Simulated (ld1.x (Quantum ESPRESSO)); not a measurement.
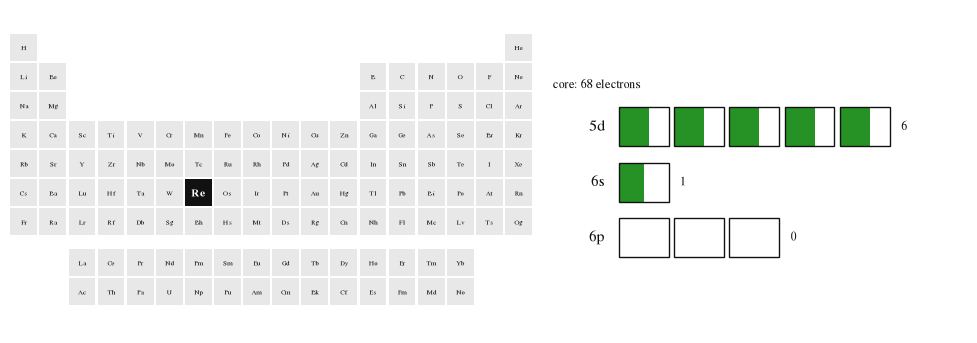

Fig. 1: Left, the place of rhenium in the periodic table; right, the valence shells of the reference configuration: a box for each of the 2l + 1 orbitals, shaded by the share of the shell that is filled, with the electron count at the right. The shells are those of the unaltered input.

**Pseudopotential generation, with input and output: Re**

System: rhenium (Re, Z = 75), core [Xe] 4f14, reference valence 5d6 6s1 6p0, valence charge 7. (This line and the method describe the unaltered input from which the odd one was made.)
Method: TM potential, LDA (PZ), scalar-relativistic, made with ld1.x (Quantum ESPRESSO) 7.5.

### Outcome

```tsv
quantity	value
outcome	generated
hardware	1 CPU thread, shared host
```

### What is odd here

The input is odd on purpose: mesh step dx=0.05. The program ran to the end. The all-electron total energy moves by −0.030 Ry against the unaltered input (−33365.1448 Ry), a numerical error of the setting. The pseudo-atom meets the occupied all-electron levels that the test lists within 0.00001 Ry. No test for ghost states or cutoffs was run on this potential, so its soundness isn't shown.

### Input
```
 &input
   title='Re', zed=75., rel=1, dft='PZ', iswitch=3, dx=0.05,
   config='[Xe] 4f14 5d6 6s1 6p0',
   nld=3, rlderiv=3.80, eminld=-2.0, emaxld=5.0, deld=0.02
 /
 &inputp
   pseudotype=2, tm=.true., lloc=-2, rcloc=1.45,
   nlcc=.false.,
   file_pseudopw='Re.UPF', file_wfcaegen='ae.wfc', file_wfcncgen='nc.wfc', file_beta='beta', file_chi='chi'
 /
3
6S  1  0   1.00   0.00  2.45  2.45  0.0
6P  2  1   0.00   0.00  3.50  3.50  0.0
5D  3  2   6.00   0.00  1.45  1.45  0.0
 &test
   configts(1)='5d6 6s1 6p0'
 /
```

Launched with:
```bash
ld1.x < Re.in > Re.out
```

### Output
```
     Program LD1 v.7.5
     --------------------------- All-electron run ----------------------------

     Re
     scalar relativistic calculation

     atomic number is 75.00
     dft =PZ   lsd =0 sic =0 latt =0  beta=0.20 tr2=1.0E-14
     Exchange-correlation= PZ
                           (   1   1   0   0   0   0   0)
     mesh = 319 r(mesh) =  97.75965 a.u. xmin = -7.00 dx = 0.05000
     1 Ry =  13.60569312 eV, c = 137.03599908

     n l     nl                  e(Ry)          e(Ha)          e(eV)
     1 0     1S 1( 2.00)     -5262.9284     -2631.4642    -71605.7882
     2 0     2S 1( 2.00)      -912.4469      -456.2234    -12414.4722
     2 1     2P 1( 6.00)      -796.5225      -398.2613    -10837.2413
     3 0     3S 1( 2.00)      -211.0926      -105.5463     -2872.0614
     3 1     3P 1( 6.00)      -176.9167       -88.4584     -2407.0747
     4 0     4S 1( 2.00)       -43.8769       -21.9385      -596.9761
     4 1     4P 1( 6.00)       -32.6625       -16.3312      -444.3954
     3 2     3D 1(10.00)      -138.1187       -69.0593     -1879.2004
     5 0     5S 1( 2.00)        -6.1288        -3.0644       -83.3863
     5 1     5P 1( 6.00)        -3.3235        -1.6617       -45.2183
     4 2     4D 1(10.00)       -18.5946        -9.2973      -252.9931
     4 3     4F 1(14.00)        -2.9703        -1.4852       -40.4135
     5 2     5D 1( 6.00)        -0.3102        -0.1551        -4.2204
     6 0     6S 1( 1.00)        -0.4077        -0.2039        -5.5474
     6 1     6P 1( 0.00)        -0.0871        -0.0435        -1.1848

     final scf error:  6.8E-15 reached in  31 iterations

     Etot =  -33365.174833 Ry,  -16682.587416 Ha, -453956.329768 eV

     Ekin =   36868.974768 Ry,   18434.487384 Ha,  501627.956447 eV
     Encl =  -82627.210445 Ry,  -41313.605223 Ha,-1124200.468927 eV
     Eh   =   13034.814563 Ry,    6517.407282 Ha,  177347.686866 eV
     Exc  =    -641.753718 Ry,    -320.876859 Ha,   -8731.504154 eV

     normalization and overlap integrals

     s(1S/1S) =  1.000000  <r> =   0.0180  <r2> =    0.0004  r(max) =   0.0115
     s(2S/2S) =  1.000000  <r> =   0.0763  <r2> =    0.0069  r(max) =   0.0660
     s(2P/2P) =  1.000000  <r> =   0.0684  <r2> =    0.0057  r(max) =   0.0541
     s(3S/3S) =  1.000000  <r> =   0.1976  <r2> =    0.0446  r(max) =   0.1795
     s(3P/3P) =  1.000000  <r> =   0.1980  <r2> =    0.0454  r(max) =   0.1795
     s(4S/4S) =  1.000000  <r> =   0.4408  <r2> =    0.2194  r(max) =   0.4200
     s(4P/4P) =  1.000000  <r> =   0.4689  <r2> =    0.2501  r(max) =   0.4415
     s(3D/3D) =  1.000000  <r> =   0.1793  <r2> =    0.0377  r(max) =   0.1470
     s(5S/5S) =  1.000000  <r> =   1.0362  <r2> =    1.2071  r(max) =   0.9347
     s(5P/5P) =  1.000000  <r> =   1.2124  <r2> =    1.6692  r(max) =   1.0860
     s(4D/4D) =  1.000000  <r> =   0.5002  <r2> =    0.2899  r(max) =   0.4415
     s(4F/4F) =  1.000000  <r> =   0.5808  <r2> =    0.4201  r(max) =   0.4200
     s(5D/5D) =  1.000000  <r> =   2.0266  <r2> =    5.0799  r(max) =   1.4660
     s(6S/6S) =  1.000000  <r> =   3.1479  <r2> =   11.3619  r(max) =   2.5409
     s(6P/6P) =  1.000000  <r> =   4.8897  <r2> =   28.2791  r(max) =   3.7906

     ------------------------ End of All-electron run ------------------------

     --------------------- Generating NC pseudopotential ---------------------

      Generating local potential from pseudized AE potential:
      Matching radius rcloc =   1.4500
      Enforcing V''(0)=0 (lloc=-2)

      Local pseudo, rcloc= 1.466 Estimated cut-off energy=    14.92 Ry

      Wfc   6S  rcut= 2.417  Using Troullier-Martins method

      Wfc   6P  rcut= 3.606  Using Troullier-Martins method

      Wfc   5D  rcut= 1.466  Using Troullier-Martins method

     ------------------- End of pseudopotential generation -------------------

     --------------------------- All-electron run ----------------------------

     Re
     scalar relativistic calculation

     atomic number is 75.00
     dft =PZ   lsd =0 sic =0 latt =0  beta=0.20 tr2=1.0E-14
     Exchange-correlation= PZ
                           (   1   1   0   0   0   0   0)
     mesh = 319 r(mesh) =  97.75965 a.u. xmin = -7.00 dx = 0.05000
     1 Ry =  13.60569312 eV, c = 137.03599908

     n l     nl                  e(Ry)          e(Ha)          e(eV)
     1 0     1S 1( 2.00)     -5262.9284     -2631.4642    -71605.7882
     2 0     2S 1( 2.00)      -912.4469      -456.2234    -12414.4722
     2 1     2P 1( 6.00)      -796.5225      -398.2613    -10837.2413
     3 0     3S 1( 2.00)      -211.0926      -105.5463     -2872.0614
     3 1     3P 1( 6.00)      -176.9167       -88.4584     -2407.0747
     4 0     4S 1( 2.00)       -43.8769       -21.9385      -596.9761
     4 1     4P 1( 6.00)       -32.6625       -16.3312      -444.3954
     3 2     3D 1(10.00)      -138.1187       -69.0593     -1879.2004
     5 0     5S 1( 2.00)        -6.1288        -3.0644       -83.3863
     5 1     5P 1( 6.00)        -3.3235        -1.6617       -45.2183
     4 2     4D 1(10.00)       -18.5946        -9.2973      -252.9931
     4 3     4F 1(14.00)        -2.9703        -1.4852       -40.4135
     5 2     5D 1( 6.00)        -0.3102        -0.1551        -4.2204
     6 0     6S 1( 1.00)        -0.4077        -0.2039        -5.5474
     6 1     6P 1( 0.00)        -0.0871        -0.0435        -1.1848

     final scf error:  6.8E-15 reached in  31 iterations

     Etot =  -33365.174833 Ry,  -16682.587416 Ha, -453956.329768 eV

     Ekin =   36868.974768 Ry,   18434.487384 Ha,  501627.956447 eV
     Encl =  -82627.210445 Ry,  -41313.605223 Ha,-1124200.468927 eV
     Eh   =   13034.814563 Ry,    6517.407282 Ha,  177347.686866 eV
     Exc  =    -641.753718 Ry,    -320.876859 Ha,   -8731.504154 eV

     normalization and overlap integrals

     s(1S/1S) =  1.000000  <r> =   0.0180  <r2> =    0.0004  r(max) =   0.0115
     s(2S/2S) =  1.000000  <r> =   0.0763  <r2> =    0.0069  r(max) =   0.0660
     s(2P/2P) =  1.000000  <r> =   0.0684  <r2> =    0.0057  r(max) =   0.0541
     s(3S/3S) =  1.000000  <r> =   0.1976  <r2> =    0.0446  r(max) =   0.1795
     s(3P/3P) =  1.000000  <r> =   0.1980  <r2> =    0.0454  r(max) =   0.1795
     s(4S/4S) =  1.000000  <r> =   0.4408  <r2> =    0.2194  r(max) =   0.4200
     s(4P/4P) =  1.000000  <r> =   0.4689  <r2> =    0.2501  r(max) =   0.4415
     s(3D/3D) =  1.000000  <r> =   0.1793  <r2> =    0.0377  r(max) =   0.1470
     s(5S/5S) =  1.000000  <r> =   1.0362  <r2> =    1.2071  r(max) =   0.9347
     s(5P/5P) =  1.000000  <r> =   1.2124  <r2> =    1.6692  r(max) =   1.0860
     s(4D/4D) =  1.000000  <r> =   0.5002  <r2> =    0.2899  r(max) =   0.4415
     s(4F/4F) =  1.000000  <r> =   0.5808  <r2> =    0.4201  r(max) =   0.4200
     s(5D/5D) =  1.000000  <r> =   2.0266  <r2> =    5.0799  r(max) =   1.4660
     s(6S/6S) =  1.000000  <r> =   3.1479  <r2> =   11.3619  r(max) =   2.5409
     s(6P/6P) =  1.000000  <r> =   4.8897  <r2> =   28.2791  r(max) =   3.7906

     ------------------------ End of All-electron run ------------------------

     Computing logarithmic derivative in   3.88773
     Computing logarithmic derivative in   3.88773
     Computing the partial wave expansion
     R is outside the sphere for l=    0 j= 0.00
     R is outside the sphere for l=    1 j= 0.00
     R is outside the sphere for l=    2 j= 0.00

     ---------------------- Testing the pseudopotential ----------------------

     Re
     scalar relativistic calculation

     atomic number is 75.00   valence charge is  7.00
     dft =PZ   lsd =0 sic =0 latt =0  beta=0.20 tr2=1.0E-14
     mesh = 319 r(mesh) =  97.75965 xmin = -7.00 dx = 0.05000

     n l     nl             e AE (Ry)        e PS (Ry)    De AE-PS (Ry)
     3 2     5D   1( 6.00)       -0.31019       -0.31019       -0.00001
     1 0     6S   1( 1.00)       -0.40773       -0.40772       -0.00000
     2 1     6P   1( 0.00)       -0.08708       -0.08708        0.00000

     eps = 1.1E-15  iter =  4

     Etot =  -33365.174833 Ry,  -16682.587416 Ha, -453956.329768 eV
     Etotps =   -21.444194 Ry,     -10.722097 Ha,    -291.763125 eV

     Ekin =      20.059768 Ry,      10.029884 Ha,     272.927049 eV
     Encl =     -57.913452 Ry,     -28.956726 Ha,    -787.952653 eV
     Ehrt =      20.555599 Ry,      10.277799 Ha,     279.673167 eV
     Ecxc =      -4.521213 Ry,      -2.260607 Ha,     -61.514242 eV
     Epseu=       0.375104 Ry,       0.187552 Ha,       5.103554 eV

     ---------------------- End of pseudopotential test ----------------------
```
